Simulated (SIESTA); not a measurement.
**How far to go with the k-point mesh: Ti (P-3m1, 2 atoms in the cell)**

```
CELL_PARAMETERS angstrom
      1.46762    -2.54200     0.00000
      1.46762     2.54200     0.00000
      0.00000     0.00000     4.65660
ATOMIC_POSITIONS crystal
  Ti 0.33333 0.66667 0.26074
  Ti 0.66667 0.33333 0.75000
```

Method: SIESTA 5.4.2 with LDA PW92, numerical atomic orbitals DZP, PseudoDojo LDA standard norm-conserving potentials (rewritten from UPF to PSML).

Base settings: XC.functional = LDA; XC.authors = PW92; potentials = PseudoDojo LDA standard; PAO.BasisSize = DZP; PAO.EnergyShift = 0.01 Ry; MeshCutoff = 350 Ry; kgrid.MonkhorstPack = 6 6 3; OccupationFunction = FD; ElectronicTemperature = 100 meV; MaxSCFIterations = 150.

The second cell is the first with its lattice scaled by 0.98.

Only quantities that move along the ladder and can be compared are tabulated.

The starting cell has typed, rounded lattice constants, without a prior relaxation at this level. Its lattice was rescaled by up to half a per cent. One atom was moved a little off its site on purpose. Spin polarisation is off. Values carry the incompleteness of an atom-centred basis. In the base run, with a pressure of about -10 GPa the cell is away from its equilibrium volume at this level. Without a gap this mesh is coarse (it stands for a supercell whose shortest vector is 14 Å).

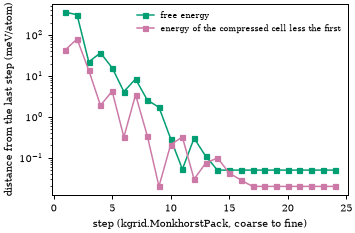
Figure. Distance from the last step along the ladder; very small values are drawn at a floor.

| kgrid.MonkhorstPack | free energy less the last step's (meV/atom) | energy of the compressed cell less the first (meV/atom) | pressure (GPa) | largest difference of a force vector from the last step's (eV/Å) |
|---|---|---|---|---|
| 2 2 1 | -357.52 | -90.88 | -16.85 | 0.077 |
| 2 2 2 | -310.71 | -127.35 | -21.68 | 0.088 |
| 3 3 2 | -21.90 | -61.47 | -12.49 | 0.117 |
| 4 4 2 | 36.40 | -45.93 | -10.27 | 0.059 |
| 4 4 3 | 15.68 | -43.62 | -9.93 | 0.008 |
| 5 5 3 | -4.12 | -47.51 | -10.55 | 0.022 |
| 6 6 3 | 8.39 | -44.38 | -10.08 | 0.013 |
| 6 6 4 | 2.56 | -48.18 | -10.57 | 0.024 |
| 7 7 4 | -1.71 | -47.81 | -10.57 | 0.002 |
| 8 8 5 | 0.29 | -47.62 | -10.53 | 0.006 |
| 9 9 5 | 0.05 | -48.15 | -10.60 | 0.001 |
| 10 10 6 | 0.30 | -47.80 | -10.55 | 0.003 |
| 11 11 6 | 0.11 | -47.76 | -10.54 | 0.000 |
| 12 12 7 | 0.05 | -47.73 | -10.55 | 0.002 |
| 14 14 8 | 0.05 | -47.79 | -10.55 | 0.000 |
| 15 15 8 | 0.04 | -47.80 | -10.55 | 0.000 |
| 17 17 9 | -0.01 | -47.83 | -10.56 | 0.000 |
| 18 18 10 | 0.00 | -47.83 | -10.56 | 0.000 |
| 20 20 11 | 0.00 | -47.83 | -10.56 | 0.000 |
| 23 23 13 | 0.00 | -47.83 | -10.56 | 0.000 |
| 25 25 14 | 0.00 | -47.83 | -10.56 | 0.000 |
| 28 28 15 | 0.00 | -47.83 | -10.56 | 0.000 |
| 31 31 17 | 0.00 | -47.83 | -10.56 | 0.000 |
| 34 34 19 | 0.00 | -47.83 | -10.56 | 0.000 |
| 38 38 21 | 0.00 | -47.83 | -10.56 | 0.000 |

Coarsest kgrid.MonkhorstPack that holds the pressure within 0.2 GPa of the last step, with all finer ones: 6 6 4; the step before is off by 0.47 GPa.

Coarsest kgrid.MonkhorstPack that holds the forces within 0.01 eV/Å of the last step, with all finer ones: 7 7 4; the step before is off by 0.024 eV/Å.

Coarsest kgrid.MonkhorstPack that holds the energy of the compressed cell less the first within 0.5 meV/atom of the last step, with all finer ones: 6 6 4; the step before is off by 3.5 meV/atom.

The energy difference between the two cells stays within 1 meV/atom of the last step's from 6 6 4 on, the total only from 8 8 5 on: much of the error is common to both cells and cancels.
